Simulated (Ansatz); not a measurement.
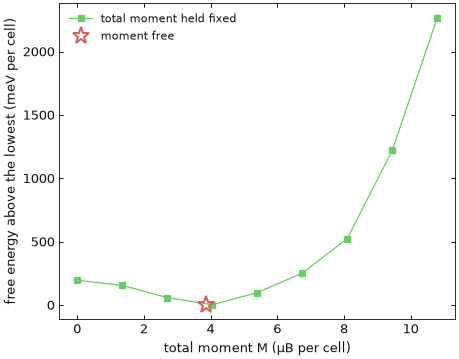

Fixed-spin-moment scan.
System: MnSi (P2_13, 8 atoms in the cell).
Method: DFT, PBE, PAW, plane waves, scalar-relativistic (Ansatz); cutoff 420 eV, 5×5×5 k-mesh, Fermi–Dirac smearing of 0.1 eV, collinear spins.

What does the curve say about the magnetic state?

Among the held moments the energy is lowest at M = 4 μB. The best free run ends at M = 3.9 μB, at or below every held value. Antiparallel orders weren't tried, and these are the states found from these starts; lower ones may exist.

How far does the point at M = 0 lie above the minimum?

About 190 meV per cell. That run is non-magnetic, so this is the energy of forming the moments, not the difference to an antiparallel order, which the scan doesn't reach.
